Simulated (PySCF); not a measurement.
# RuF₃: structure of the quartet

The task is one start of a wider search on RuF₃: the quartet, from a trigonal planar start. It is relaxed, tested by its Hessian and followed downhill if it is a saddle.

Method: PBE0, basis Ru def2-TZVP with ECP28, F def2-TZVP, scalar-relativistic core potentials, no spin–orbit coupling, density fitting; program: PySCF 2.14.0.

**1. Where the work starts**

4 atoms, charge 0, spin multiplicity 4.

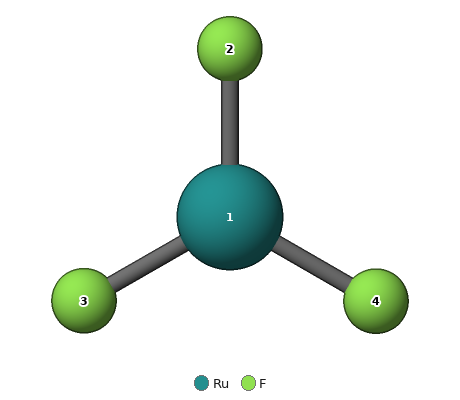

Start geometry, drawn with ruthenium teal, fluorine green; atoms are numbered from 1 in the order of the file.

```xyz
4
charge 0 multiplicity 4
Ru    0.0000    0.0000    0.0000
F     1.8900    0.0000    0.0000
F    -0.9450    1.6368    0.0000
F    -0.9450   -1.6368    0.0000
```

**2. The SCF at the typed geometry**

The steps below are one call of a driver around PySCF. For each, scf.py gives the equivalent set-up of the SCF; relaxations use the driver's own optimiser. After this first run the driver tries any further starts and a stability analysis.

scf.py reads:

```python
from pyscf import gto, scf, dft
mol = gto.M(atom='''
Ru     0.000000     0.000000     0.000000
F      1.890000     0.000000     0.000000
F     -0.945000     1.636800     0.000000
F     -0.945000    -1.636800     0.000000''',
    basis={'Ru': 'def2-TZVP', 'F': 'def2-TZVP'},
    ecp={'Ru': 'def2-TZVP'},
    charge=0, spin=3)
mf = dft.UKS(mol, xc='PBE0')
mf.grids.atom_grid = (50, 194)
aux = {'Ru': 'def2-universal-JKFIT', 'F': 'def2-universal-JKFIT'}
mf = mf.density_fit(auxbasis=aux)
mf.conv_tol = 1e-08
mf.diis_space = 10
mf.max_cycle = 60
mf.init_guess = 'minao'
mf.verbose = 4
mf.kernel()
```

Run with:

```console
> OMP_NUM_THREADS=4 python axn.py task.json out
```

Log:

```text
init E= -386.235225686919
cycle= 1 E= -394.113512562531  delta_E= -7.88  |g|= 0.622  |ddm|= 2.88
[... the frontier-level lines of each cycle are left out ...]
cycle= 2 E= -394.047615920949  delta_E= 0.0659  |g|= 0.838  |ddm|= 0.747
cycle= 3 E= -394.222671114838  delta_E= -0.175  |g|= 0.265  |ddm|=  0.4
cycle= 4 E= -394.247976568769  delta_E= -0.0253  |g|= 0.0264  |ddm|= 0.159
cycle= 5 E= -394.248393944381  delta_E= -0.000417  |g|= 0.0173  |ddm|= 0.0293
cycle= 6 E= -394.248499030941  delta_E= -0.000105  |g|= 0.00764  |ddm|= 0.0109
cycle= 7 E= -394.248549685551  delta_E= -5.07e-05  |g|= 0.00205  |ddm|= 0.00994
cycle= 8 E= -394.248558962964  delta_E= -9.28e-06  |g|= 0.000702  |ddm|= 0.00526
cycle= 9 E= -394.24855986987  delta_E= -9.07e-07  |g|= 0.000203  |ddm|= 0.00199
cycle= 10 E= -394.248559904081  delta_E= -3.42e-08  |g|= 7.67e-05  |ddm|= 0.00025
cycle= 11 E= -394.248559911697  delta_E= -7.62e-09  |g|= 2.18e-05  |ddm|= 0.000131
Extra cycle  E= -394.248559912387  delta_E= -6.9e-10  |g|= 1.47e-05  |ddm|= 3.33e-05
converged SCF energy = -394.248559912387  <S^2> = 3.7623597  2S+1 = 4.0061751
```

This step, with its further starts and checks, ran for 30 s (4 threads of AMD EPYC 7R43 (Zen 3), shared host).

Energies from each starting density:

```tsv
start	energy (Eh)
the minimal-basis guess	-394.248560
a thermally smeared density	-394.248358
a smeared PBE density	-394.254205
```

This is not the lowest solution: one lies 14.8 kJ/mol lower, at -394.25420 Eh, and the relaxation starts from that.

**3. Relaxing the quartet from the trigonal planar start**

The program finds D3h symmetry in the start, which this walk keeps. Threshold on the gradient: 0.0003 Eh/bohr, with a further test on the energy change.

scf.py, as its differences from that of step 2:

```diff
@@ -3,4 +3,4 @@
-Ru     0.000000     0.000000     0.000000
-F      1.890000     0.000000     0.000000
-F     -0.945000     1.636800     0.000000
-F     -0.945000    -1.636800     0.000000''',
+Ru    -0.000000    -0.000000     0.000000
+F      1.890007    -0.000000     0.000000
+F     -0.945003     1.636794     0.000000
+F     -0.945003    -1.636794     0.000000''',
@@ -17 +16,0 @@
-mf.init_guess = 'minao'
```

Energy and gradient, step by step:

```tsv
step	energy (Eh)	change (kJ/mol)	largest symmetric gradient (Eh/bohr)
0	-394.254204	0.00	0.02219
1	-394.257032	-7.43	0.00248
2	-394.257062	-7.50	0.00032
3	-394.257062	-7.50	0.00000
```

The walk took 12 s.

Geometry (Å) and forces (eV/Å) at some steps, with the part that breaks the symmetry left in:

```
step 0
Ru   0.000   0.000   0.000  -0.215   0.000   0.000
F    1.890   0.000   0.000  -1.780   0.000   0.000
F   -0.945   1.637   0.000   0.998  -0.373   0.000
F   -0.945  -1.637   0.000   0.998   0.373   0.000
step 1
Ru   0.000   0.000   0.000  -0.210   0.000   0.000
F    1.842   0.000   0.000  -0.612   0.000   0.000
F   -0.921   1.595   0.000   0.411   0.812   0.000
F   -0.921  -1.595   0.000   0.411  -0.812   0.000
step 2
Ru   0.000   0.000   0.000  -0.210   0.000   0.000
F    1.847   0.000   0.000  -0.746   0.000   0.000
F   -0.923   1.599   0.000   0.478   0.678   0.000
F   -0.923  -1.599   0.000   0.478  -0.678   0.000
step 3
Ru   0.000   0.000   0.000  -0.210   0.000   0.000
F    1.846   0.000   0.000  -0.731   0.000   0.000
F   -0.923   1.599   0.000   0.470   0.693   0.000
F   -0.923  -1.599   0.000   0.470  -0.693   0.000
```

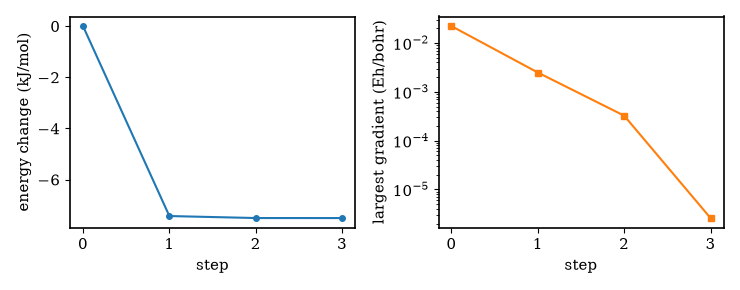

How energy and gradient fall.

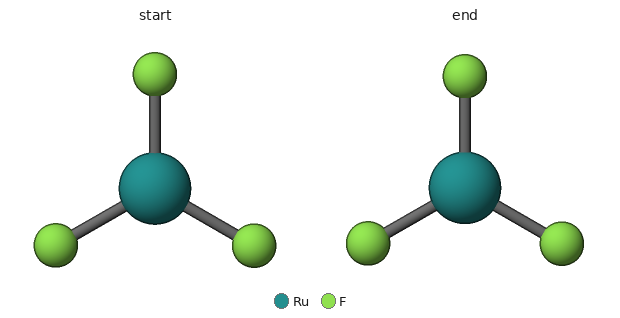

The geometry along the walk, at one scale.

After 3 steps and 7.5 kJ/mol it ends at D3h: Ru–F 1.846 Å (×3); F–Ru–F 120.0° (×3). A gradient of 0.0142 Eh/bohr that breaks the symmetry is left: this electronic state wants a lower symmetry.

**4. Releasing the symmetry**

The geometry is nudged along the force that breaks the symmetry.

The program finds C2v symmetry in the start, which may break. The walk stops when the largest gradient is under 0.0003 Eh/bohr and the energy has settled too.

scf.py, as its differences from that of step 3:

```diff
@@ -3,4 +3,4 @@
-Ru    -0.000000    -0.000000     0.000000
-F      1.890007    -0.000000     0.000000
-F     -0.945003     1.636794     0.000000
-F     -0.945003    -1.636794     0.000000''',
+Ru    -0.008625    -0.000000     0.000000
+F      1.804029     0.000000    -0.000000
+F     -0.878882     1.648966     0.000000
+F     -0.878882    -1.648966     0.000000''',
```

Steps of the walk:

```tsv
step	energy (Eh)	change (kJ/mol)	largest gradient (Eh/bohr)
0	-394.261355	0.00	0.02852
1	-394.267901	-17.19	0.02415
2	-394.276490	-39.74	0.01611
3	-394.277732	-43.00	0.00214
4	-394.277826	-43.24	0.00060
5	-394.277828	-43.25	0.00008
```

The walk took 21 s.

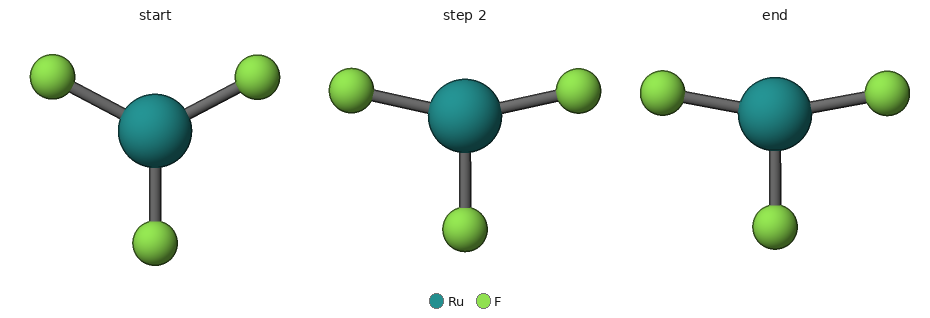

The geometry along the walk, at one scale.

It settles in C2v symmetry, 43.3 kJ/mol below the start, after 5 steps: Ru–F 1.822 Å, Ru–F 1.840 Å (×2); F–Ru–F 100.6° (×2), F–Ru–F 158.9°.

**5. Hessian and properties**

The point is checked on the finer grid, and tightened if its gradient asks for it. The Hessian and the dipole derivatives come from central differences of analytic gradients, with steps of 0.02 bohr.

scf.py, as its differences from that of step 4:

```diff
@@ -3,4 +3,4 @@
-Ru    -0.008625    -0.000000     0.000000
-F      1.804029     0.000000    -0.000000
-F     -0.878882     1.648966     0.000000
-F     -0.878882    -1.648966     0.000000''',
+Ru    -0.137212    -0.000000     0.000000
+F      1.685386     0.000001    -0.000000
+F     -0.474506     1.808895     0.000000
+F     -0.474503    -1.808896     0.000000''',
@@ -11 +11 @@
-mf.grids.atom_grid = (50, 194)
+mf.grids.atom_grid = (75, 302)
@@ -14 +14 @@
-mf.conv_tol = 1e-08
+mf.conv_tol = 1e-10
```

This SCF starts from the last density.

Log of the central SCF (cycles and frontier levels):

```text
init E= -394.277863490932
[... the frontier-level lines of each cycle are left out ...]
cycle= 1 E= -394.27786349093  delta_E= 2.05e-12  |g|= 4.88e-06  |ddm|= 5.14e-06
Extra cycle  E= -394.277863490907  delta_E= 2.34e-11  |g|= 1.01e-05  |ddm|= 7.73e-06
converged SCF energy = -394.277863490907  <S^2> = 3.76027  2S+1 = 4.0051317
```

The whole step took 77 s.

Geometry: C2v; Ru–F 1.823 Å, Ru–F 1.840 Å (×2); F–Ru–F 100.6° (×2), F–Ru–F 158.9°.

Modes, for the most abundant isotopes:

```csv
symmetry,ω (cm⁻¹),IR (km/mol),μ (u),type
b2,131,4.4,20.28,bend
a1,180,17.4,22.45,bend
b1,205,26.7,25.94,bend
a1,641,91.2,21.09,stretch
a1,677,20.1,19.77,stretch
b2,699,263,24.37,stretch
```

μ is the mass of the mode for normalised Cartesian displacements, not the reduced mass of the usual diatomic formula.

Every mode is real; the point is a minimum.

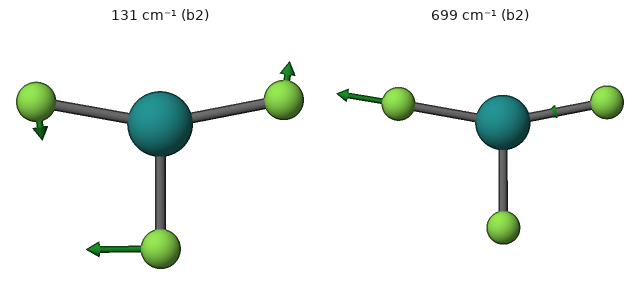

How the atoms move in 2 of the modes.

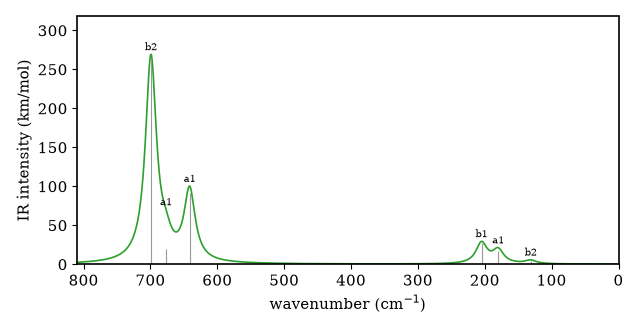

The harmonic infrared spectrum (widths in cm⁻¹). Lines are broadened to a width of 20 cm⁻¹ (Lorentzian).

Properties at this point:

- Dipole moment: 2.08 D
- Highest occupied level: -8.23 eV
- Lowest empty level: -4.51 eV
- Rotational constants: 0.2616, 0.1356, 0.0893 cm⁻¹
- Zero-point energy: 15.2 kJ/mol
- Principal polarisabilities: 23.7, 30.7, 40.2 bohr³
- Atomisation energy without zero-point energy: 1195 kJ/mol
- Principal traceless quadrupole moments about the centre of mass: -8.78, 2.99, 5.79 D Å
- Entropy at 298.15 K and 1 bar (electronic part: spin only): 320.5 J/(mol K)
- Heat capacity Cp at 298.15 K: 67.9 J/(mol K)
- Enthalpy at 298.15 K above 0 K: 15.68 kJ/mol
- Rotational symmetry number: 2
- Spin squared ⟨S²⟩: 3.760

Populations by atom (charges in e):

| atom | Mulliken | Löwdin | polar tensor | spin (Mulliken) | Mayer order to Ru1 |
| --- | --- | --- | --- | --- | --- |
| Ru1 | 1.36 | 0.80 | 2.00 | 2.60 | – |
| F2 | -0.43 | -0.23 | -0.61 | 0.12 | 0.91 |
| F3,4 | -0.47 | -0.28 | -0.69 | 0.14 | 0.81 |

Mulliken populations on Ru1 (outside its core potential): s 2.36, p 6.19, d 6.06, f 0.02.

**6. Summary of results**

| quantity | value |
| --- | --- |
| minimum | quartet, C2v |
| geometry | Ru–F 1.823 Å, Ru–F 1.840 Å (×2); F–Ru–F 100.6° (×2), F–Ru–F 158.9° |
| wavenumbers (cm⁻¹) | 131 (b2), 180 (a1), 205 (b1), 641 (a1), 677 (a1), 699 (b2) |
| dipole moment | 2.08 D |
| highest occupied, lowest empty level (either spin) | -8.23, -4.51 eV |
| polar-tensor charge of Ru1 | +2.00 e |
| zero-point energy | 15.2 kJ/mol |
| entropy at 298.15 K | 320.5 J/(mol K) |
| atomisation energy (no zero-point energy) | 1195 kJ/mol |
| ⟨S²⟩ | 3.760 |

From D3h at the start the molecule goes to a C2v minimum. In the infrared the band at 699 cm⁻¹ (b2, stretch) leads. Most of the spin sits on Ru1 (Mulliken spin 2.60, against 3 for the whole molecule). The first SCF alone would have been 15 kJ/mol too high. Other starts or spin states, not run here, may lie lower. One determinant may miss the lowest occupation of an open d or f shell.

The search up to here ran for 2.3 min (4 threads of AMD EPYC 7R43 (Zen 3), shared host).
